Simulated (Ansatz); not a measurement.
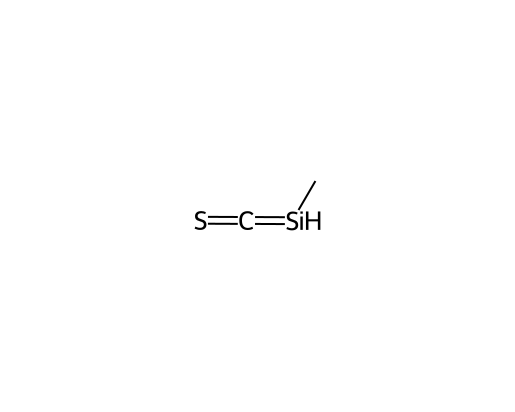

Simulated data, not a measurement (program: Ansatz).

Skeletal drawing of a molecule.

Write the SMILES.

C[SiH]=C=S

What is the molecular formula?

C2H4SSi.

An optimisation with PBE0-D4/def2-TZVP gave a structure of which point group?

C1.
